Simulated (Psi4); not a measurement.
# triplet AlH3 at 3 levels

We compute a comparison of 3 runs (U-wB97M-V/aug-cc-pVTZ, U-wB97X/aug-cc-pVTZ, UCAM-B3LYP/aug-cc-pVTZ) of triplet AlH3. 

Program for the calculation: Psi4 1.11.

## 1. The structure to begin with

AlH3: 4 atoms, total charge 0, spin state triplet. As SMILES of the parent species, `[H][Al]([H])[H]`. Geometry: a GFN2-xTB relaxation, a rough one for these elements and not checked as a minimum. That shape belongs to the parent species and isn't relaxed for this state.

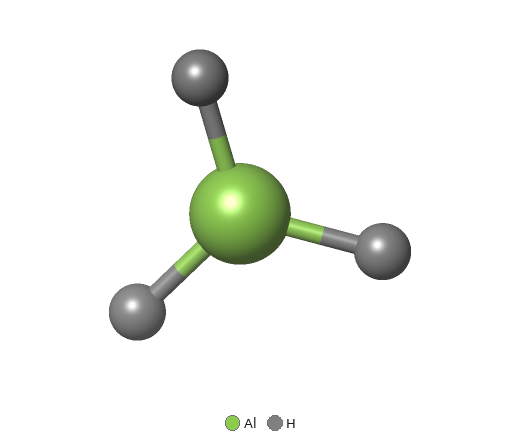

Viewed from a chosen angle; aluminium green, hydrogen grey.

## 2. The energy at U-wB97M-V/aug-cc-pVTZ (run 1)

Input file input.json:

```json
{
 "schema_name": "qcschema_input",
 "schema_version": 1,
 "molecule": {
  "schema_name": "qcschema_molecule",
  "schema_version": 2,
  "symbols": ["Al", "H", "H", "H"],
  "geometry": [-1.89e-05, -3.779e-05, 3.779e-05, 2.93408327, -0.05767444, 0.0276089, -1.41693555, 2.56972517, -0.03613156, -1.51712882, -2.51201294, 0.00846597],
  "molecular_charge": 0,
  "molecular_multiplicity": 3,
  "fix_symmetry": "c1",
  "fix_com": true,
  "fix_orientation": true
 },
 "driver": "energy",
 "model": {
  "method": "wb97m-v",
  "basis": "aug-cc-pVTZ"
 },
 "keywords": {
  "reference": "uks",
  "puream": true,
  "e_convergence": 1e-09,
  "d_convergence": 1e-08,
  "scf_type": "pk",
  "dft_radial_points": 99,
  "dft_spherical_points": 590,
  "maxiter": 200
 }
}
```

The run is started by

```bash
$ psi4 --qcschema input.json -n 1 --memory 1600MB
```

stdout:

```text
[...]
  Running in c1 symmetry.
[...]
  Nuclear repulsion =   13.879459649751499
[...]
  Multiplicity = 3
[...]
  Nalpha       = 9
  Nbeta        = 7
[...]
    Number of basis functions: 119
[...]
   @UKS iter   1:  -243.95498595853908   -3.49802e-01   1.56078e-03 DIIS/ADIIS
[...]
   @UKS iter  16:  -243.97589401208637   -7.15659e-11   8.29192e-09 DIIS
[...]
   @S^2 Observed:                2.014395840E+00
[...]
  @UKS Final Energy:  -243.97589401208637
   => Energetics <=
    Nuclear Repulsion Energy =             13.8794596497514995
    One-Electron Energy =                -365.7699669772287052
    Two-Electron Energy =                 122.5431024235053030
    DFT Exchange-Correlation Energy =     -14.6960417990931873
    Empirical Dispersion Energy =           0.0000000000000000
    VV10 Nonlocal Energy =                  0.0675526909787566
    Total Energy =                       -243.9758940120863713
[...]
 Multipole Moments:
 ------------------------------------------------------------------------------------
     Multipole            Electronic (a.u.)      Nuclear  (a.u.)        Total (a.u.)
 ------------------------------------------------------------------------------------
 L = 1.  Multiply by 2.5417464519 to convert [e a0] to [Debye]
 Dipole X            :          0.3029160           -0.0002268            0.3026892
 Dipole Y            :          0.5014630           -0.0004535            0.5010095
 Dipole Z            :         -0.0021775            0.0004346           -0.0017430
 Magnitude           :                                                    0.5853497
[...]
```

The result, in JSON:

```text
{
 "driver": "energy",
 "model": {
  "method": "wb97m-v",
  "basis": "aug-cc-pVTZ"
 },
 "success": true,
 "return_result": -243.97589401208637,
 "properties": {
  "calcinfo_nbasis": 119,
  "calcinfo_nmo": 119,
  "calcinfo_nalpha": 9,
  "calcinfo_nbeta": 7,
  "calcinfo_natom": 4,
  "nuclear_repulsion_energy": 13.8794596497515,
  "return_energy": -243.97589401208637,
  "scf_one_electron_energy": -365.7699669772287,
  "scf_two_electron_energy": 122.5431024235053,
  "scf_vv10_energy": 0.06755269097875657,
  "scf_xc_energy": -14.696041799093187,
  "scf_dipole_moment": [0.30268918094266506, 0.5010094948400374, -0.001742959994850156],
  "scf_total_energy": -243.97589401208637,
  "scf_iterations": 16
 }
}
```

Wall time 91 s (1 thread of AMD EPYC 9R45 (Zen 5), shared host); peak memory 1.1 GiB.

## 3. A single-point energy at U-wB97X/aug-cc-pVTZ (run 2)

Input file alh3.json:

```json
{
  "schema_name": "qcschema_input",
  "schema_version": 1,
  "molecule": {
    "schema_name": "qcschema_molecule",
    "schema_version": 2,
    "symbols": ["Al", "H", "H", "H"],
    "geometry": [-1.89e-05, -3.779e-05, 3.779e-05, 2.93408327, -0.05767444, 0.0276089, -1.41693555, 2.56972517, -0.03613156, -1.51712882, -2.51201294, 0.00846597],
    "molecular_charge": 0,
    "molecular_multiplicity": 3,
    "fix_symmetry": "c1"
  },
  "driver": "energy",
  "model": {
    "method": "wb97x",
    "basis": "aug-cc-pVTZ"
  },
  "keywords": {
    "reference": "uks",
    "puream": true,
    "e_convergence": 1e-09,
    "d_convergence": 1e-08,
    "scf_type": "pk",
    "dft_radial_points": 99,
    "dft_spherical_points": 590,
    "maxiter": 200
  }
}
```

The run is started by

```bash
$ psi4 --qcschema alh3.json -n 1 --memory 1600MB
```

stdout:

```text
[...]
  Running in c1 symmetry.
[...]
  Nuclear repulsion =   13.879459649751499
[...]
  Multiplicity = 3
[...]
  Nalpha       = 9
  Nbeta        = 7
[...]
    Number of basis functions: 119
[...]
   @UKS iter   1:  -243.97454224839194   -3.70841e-01   1.57085e-03 ADIIS/DIIS
[...]
   @UKS iter  18:  -243.99655104298458   -2.30216e-12   3.24657e-09 DIIS
[...]
   @S^2 Observed:                2.018111465E+00
[...]
  @UKS Final Energy:  -243.99655104298458
   => Energetics <=
    Nuclear Repulsion Energy =             13.8794596497514995
    One-Electron Energy =                -365.8754002942202987
    Two-Electron Energy =                 122.5222495803381548
    DFT Exchange-Correlation Energy =     -14.5228599788539068
    Empirical Dispersion Energy =           0.0000000000000000
    VV10 Nonlocal Energy =                  0.0000000000000000
    Total Energy =                       -243.9965510429845779
[...]
 Multipole Moments:
 ------------------------------------------------------------------------------------
     Multipole            Electronic (a.u.)      Nuclear  (a.u.)        Total (a.u.)
 ------------------------------------------------------------------------------------
 L = 1.  Multiply by 2.5417464519 to convert [e a0] to [Debye]
 Dipole X            :          0.3115818            0.0000350            0.3116168
 Dipole Y            :          0.5158281            0.0000699            0.5158980
 Dipole Z            :         -0.0017384           -0.0000787           -0.0018170
 Magnitude           :                                                    0.6027098
[...]
```

The result, in JSON:

```text
{
 "driver": "energy",
 "model": {
  "method": "wb97x",
  "basis": "aug-cc-pVTZ"
 },
 "success": true,
 "return_result": -243.99655104298458,
 "properties": {
  "calcinfo_nbasis": 119,
  "calcinfo_nmo": 119,
  "calcinfo_nalpha": 9,
  "calcinfo_nbeta": 7,
  "calcinfo_natom": 4,
  "nuclear_repulsion_energy": 13.8794596497515,
  "return_energy": -243.99655104298458,
  "scf_one_electron_energy": -365.8754002942203,
  "scf_two_electron_energy": 122.52224958033815,
  "scf_xc_energy": -14.522859978853907,
  "scf_dipole_moment": [0.31161680563567357, 0.5158980018500618, -0.0018170417545881378],
  "scf_total_energy": -243.99655104298458,
  "scf_iterations": 18
 }
}
```

It took 32 s on 1 thread of AMD EPYC 9R45 (Zen 5), shared host; peak memory 1.1 GiB.

## 4. Energy and gradient at UCAM-B3LYP/aug-cc-pVTZ (run 3)

Input file calc.inp:

```
memory 1.6 GB

molecule system {
  0 3
  Al    -0.000010    -0.000020     0.000020
  H      1.552650    -0.030520     0.014610
  H     -0.749810     1.359840    -0.019120
  H     -0.802830    -1.329300     0.004480
  symmetry c1
  no_reorient
  no_com
}

set reference uks
set puream true
set e_convergence 1e-09
set d_convergence 1e-08
set scf_type pk
set dft_radial_points 99
set dft_spherical_points 590
set maxiter 200

gradient("cam-b3lyp/aug-cc-pVTZ")
print_variables()
```

The run is started by

```bash
$ psi4 -i calc.inp -o calc.out -n 1
```

calc.out:

```text
[...]
  Running in c1 symmetry.
[...]
  Nuclear repulsion =   13.879459646128723
[...]
  Multiplicity = 3
[...]
  Nalpha       = 9
  Nbeta        = 7
[...]
    Number of basis functions: 119
[...]
   @UKS iter   1:  -243.98906708635985   -3.17006e-01   1.74245e-03 DIIS/ADIIS
[...]
   @UKS iter  24:  -244.01507134194475   -1.47793e-11   7.28138e-09 DIIS
[...]
   @S^2 Observed:                2.019897267E+00
[...]
  @UKS Final Energy:  -244.01507134194475
   => Energetics <=
    Nuclear Repulsion Energy =             13.8794596461287227
    One-Electron Energy =                -365.8300197530046489
    Two-Electron Energy =                 122.7103775524005727
    DFT Exchange-Correlation Energy =     -14.7748887874694041
    Empirical Dispersion Energy =           0.0000000000000000
    VV10 Nonlocal Energy =                  0.0000000000000000
    Total Energy =                       -244.0150713419447186
[...]
  -Total Gradient:
     Atom            X                  Y                   Z
    ------   -----------------  -----------------  -----------------
       1        0.026757490324     0.044424101945    -0.000156568729
       2       -0.028631777204    -0.014890541721    -0.000128884935
       3        0.000184451968    -0.032297370374     0.000293314276
       4        0.001689964804     0.002763797220    -0.000007859101
[...]
```

Run time: 56 s. Hardware: 1 thread of AMD EPYC 9R45 (Zen 5), shared host; peak memory 1.1 GiB.

## 5. All runs side by side

```
run                   level      task  energy (Eh)  dipole moment (D)  HOMO energy (eV)  LUMO energy (eV)  wall time
  1   U-wB97M-V/aug-cc-pVTZ    energy  -243.975894               1.49             -5.70             -5.47       91 s
  2     U-wB97X/aug-cc-pVTZ    energy  -243.996551               1.53             -6.01             -5.44       32 s
  3  UCAM-B3LYP/aug-cc-pVTZ  gradient  -244.015071               1.51             -5.15                 –       56 s
```

## 6. What came out

| quantity | value |
| --- | --- |
| run 3: total energy | -244.01507 Eh |
| run 3: dipole moment | 1.51 D |
| run 3: HOMO energy (highest over α and β) | -5.15 eV |
| run 3: ⟨S²⟩ | 2.020 |
| run 3: largest force on an atom | 2.667 eV/Å |

In words: The dipole moment (its size) runs from 1.49 D (U-wB97M-V/aug-cc-pVTZ) to 1.53 D (U-wB97X/aug-cc-pVTZ). Totals of different functionals can't be ranked against each other. All runs together took 3 min, the longest 91 s.
